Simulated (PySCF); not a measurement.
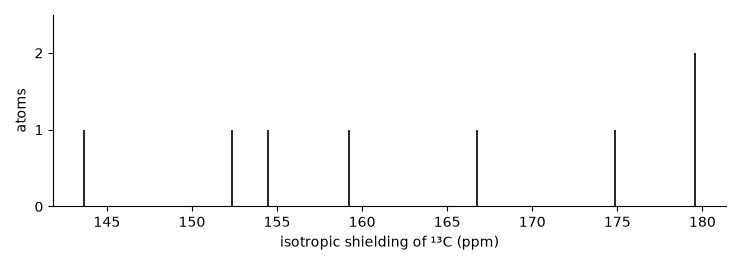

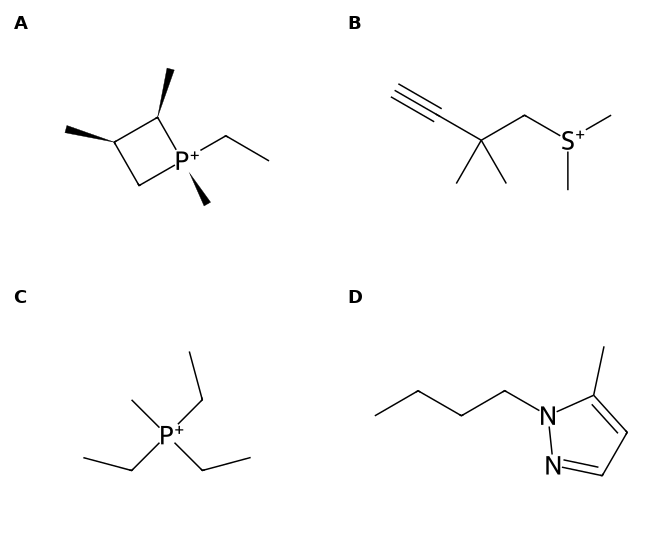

The sticks are computed shieldings of one of the molecules, for one fixed geometry (GFN2-xTB) without averaging over rotations. Low shielding means a high chemical shift. Method: GIAO PBE0/pcSseg-1 NMR shielding, non-relativistic, gas phase (PySCF 2.14.0).

### Match the spectrum to a structure.

A, `CC[P@+]1(C)C[C@@H](C)[C@H]1C`. Its 8 C atoms give lines at 143.6, 152.4, 154.5, 159.2, 166.8, 174.9, 179.6 (2 atoms) ppm.

The geometry is semi-empirical. Around P such bond lengths and angles can be off by a tenth of an ångström or more and by several degrees, and values that hang on the shape move with them.
